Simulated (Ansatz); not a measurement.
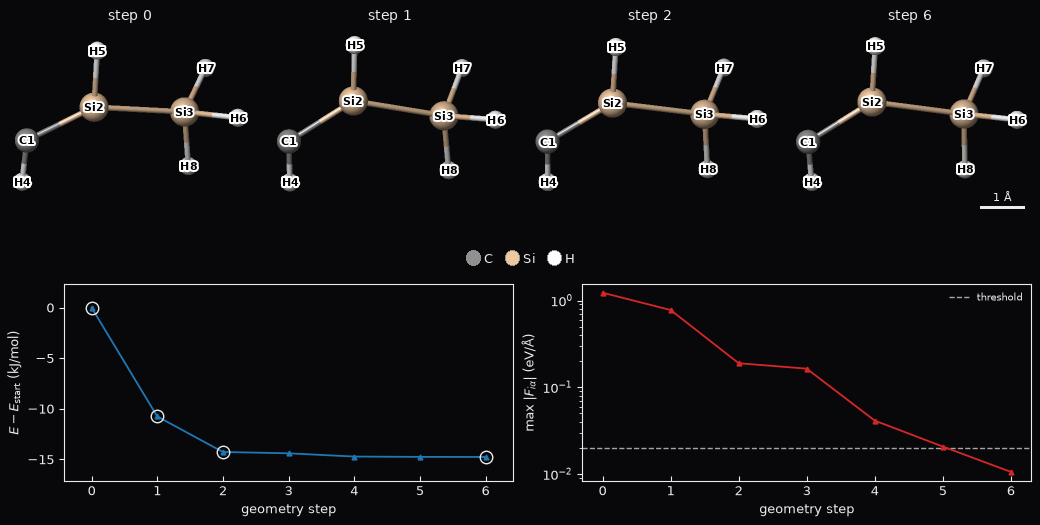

Frames of a relaxation of CH5Si2 (charge −1), marked on the history of the run. Style: ball-and-stick. Shown from a free direction.

The run prepares an end point of a later path (hydrogen shift) calculation, from a guessed geometry.

The calculation used UKS PBE-D4/def2-mTZVP in Ansatz. Set-up: collinear spin; force threshold 0.02 eV/Å; at most 50 steps.

**What happens along the run?**

Over 6 geometry steps the energy falls by 14.8 kJ/mol. Largest force component: 1.2 eV/Å at the start, 0.011 eV/Å at the end. The atom that moves furthest after the best rigid fit is H4 (0.24 Å). Largest moves by element: H 0.24 Å, Si 0.16 Å, C 0.05 Å. Some distances before and after: Si2–Si3 2.284 → 2.384 Å, Si3–H6 1.502 → 1.523 Å, Si2–H5 1.534 → 1.514 Å, Si3–H8 1.496 → 1.513 Å. Bond angles that change, for instance: C1–Si2–Si3 146.0° → 134.3°, C1–Si2–H5 112.1° → 119.3°, Si3–Si2–H5 101.9° → 106.4°. Cost: 24 s on 2 threads of Arm Neoverse N1, on a shared host, peak memory 0.17 GiB. From step 0 to 1: H4 moves most (0.20 Å), energy −10.8 kJ/mol. From step 1 to 2: H5 moves most (0.07 Å), energy −3.51 kJ/mol. From step 2 to 6: H4 moves most (0.10 Å), energy −0.49 kJ/mol.

Limits of the set-up: the basis has no diffuse functions, which an anion needs.
